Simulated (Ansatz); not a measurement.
CGeO (SMILES [O][C]#[Ge+]) (charge +1, doublet)

Input file:

```
crystal:
  periodic: [false, false, false]
  atoms:
    - {symbol: C, position_ang: [0.000000, 0.000000, -0.361491]}
    - {symbol: Ge, position_ang: [0.000000, 0.000000, 1.843657]}
    - {symbol: O, position_ang: [0.000000, 0.000000, -1.482166]}
basis:
  gaussian: {orbitals: def2-TZVPD}
total_charge: 1
magnetization: {spin_polarized: true, initial_magnetization: 1}
hamiltonian: {xc: pbe0}
output: {forces: true, orbitals: {seedname: orbitals}}
```

Run with:

```sh
ansatz run input.yaml --threads 1 --pin off --max-ram 2610MiB --events-out events.jsonl --progress --plain --runs-dir runs
```

Geometry: B3LYP-D3(BJ)/6-311G**.

Level of theory: isolated molecule in a Gaussian basis; Kohn-Sham density functional theory, functional PBE0 (Ansatz 0.2.0).

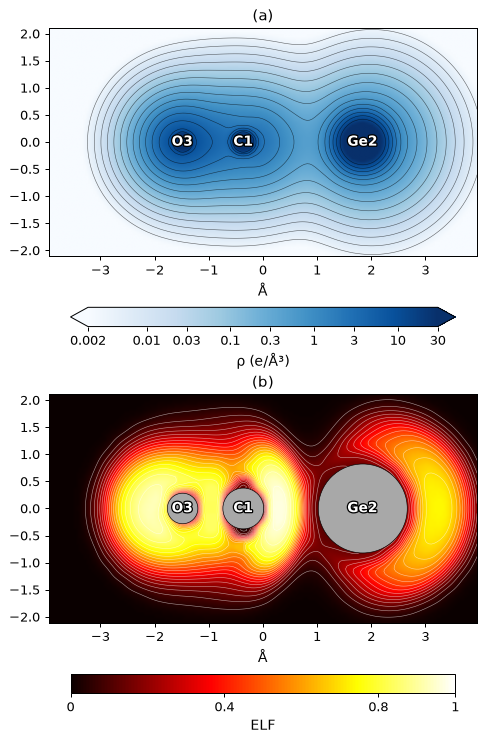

Figure 1. (a) electron density; (b) electron localisation function on a plane that holds the molecular axis. Grey discs cover the atomic cores in the ELF map.

### Interpret the plot.

Atoms in the plane: C, Ge and O.
C–O (1.12 Å): ρ at the midpoint is about 4.3 e/Å³; the ELF peaks at about 0.85 between the atoms (a multiple bond).
C–Ge (2.21 Å): the density is about 0.49 e/Å³ at the midpoint; the ELF peaks at about 0.95 in the valence shell of C, 0.6 Å from its nucleus, and is about 0.50 at the midpoint.
The ELF also peaks beside O3, away from the bonds: non-bonding electrons, paired or unpaired.

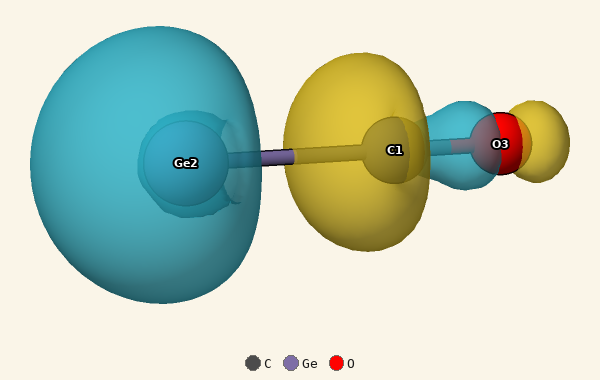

Figure 2. The HOMO (β) at ±0.15 Å⁻³ᐟ² (yellow and cyan are the two phases), seen from one side.

### What is the character of this orbital?

Its weight (Hirshfeld) is mainly on Ge2 (about 70 %) and C1 (about 25 %); it is of σ type. Its energy is −16.63 eV.

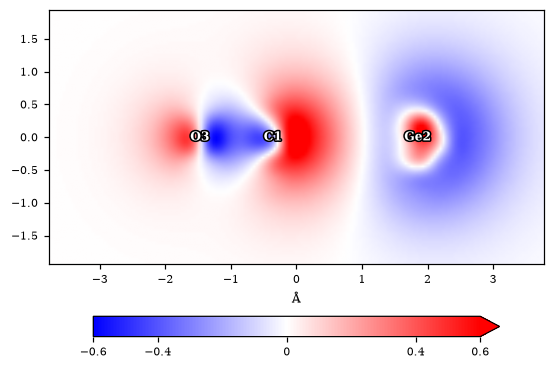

Figure 3. The HOMO−1 (α) on a plane that holds the molecular axis (values in Å⁻³ᐟ²; the overall sign is arbitrary).

### What is the character of this orbital?

Its weight (Hirshfeld) is mainly on Ge2 (about 60 %), C1 (about 30 %) and O3 (about 10 %); it is of σ type. Its energy is −17.12 eV.
